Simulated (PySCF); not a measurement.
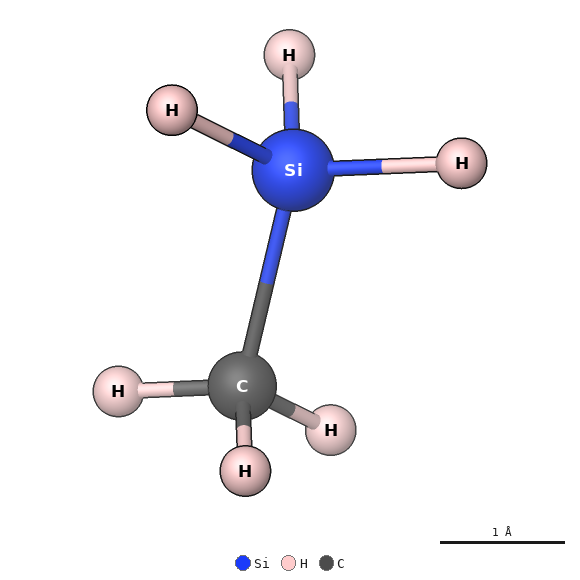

Atoms fade into the background with distance from the viewer. The geometry was computed by an optimisation with PBE0-D4/def2-TZVP. No frequency run is at hand to confirm it as a minimum. Masses are those of the most abundant isotopes; constants are for the rigid equilibrium geometry.

Q: Classify the rotor and give the rotational constants (MHz).

A: A prolate symmetric top (C3v): A = 56088, B = C = 10965 MHz.
